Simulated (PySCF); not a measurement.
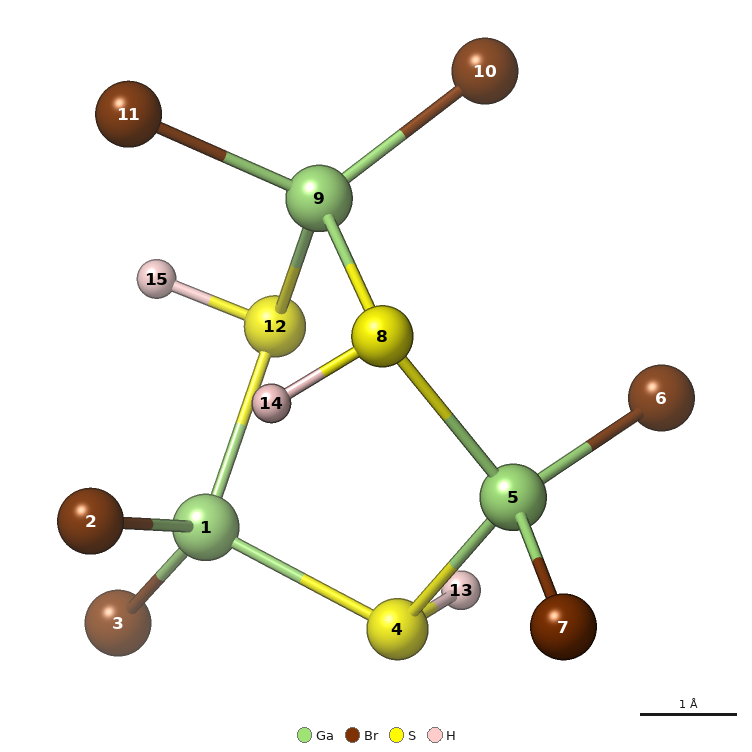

Orthographic view. Depth is shown by fading: the farther an atom, the more it takes the colour of the background. The computed structure is the end point of a PBE0-D3(BJ)/def2-SVP optimisation. No frequency run is at hand to confirm it as a minimum.

Write the connection table.

Ga1: Br2, Br3, S4, S12
Br2: Ga1
Br3: Ga1
S4: Ga1, Ga5, H13
Ga5: S4, Br6, Br7, S8
Br6: Ga5
Br7: Ga5
S8: Ga5, Ga9, H14
Ga9: S8, Br10, Br11, S12
Br10: Ga9
Br11: Ga9
S12: Ga1, Ga9, H15
(terminal hydrogens appear only as neighbours)
